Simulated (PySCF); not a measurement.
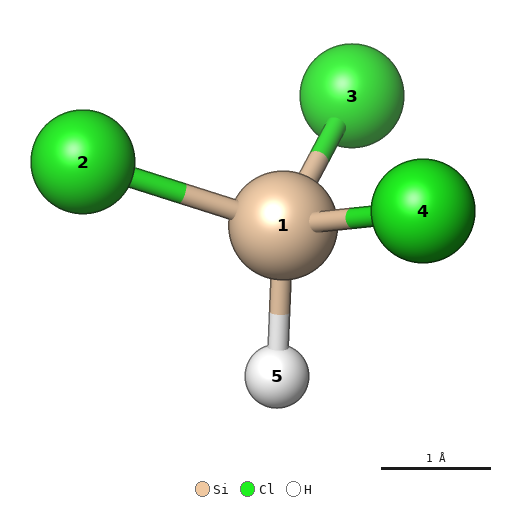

The atoms are numbered. Computed geometry: PBE0-D4/def2-TZVP optimisation. No frequency run is at hand to confirm it as a minimum.

List the bonds and their lengths.

```
   bond  length (Å)
Si1–Cl2       2.030
Si1–Cl3       2.030
Si1–Cl4       2.030
 Si1–H5       1.469
```
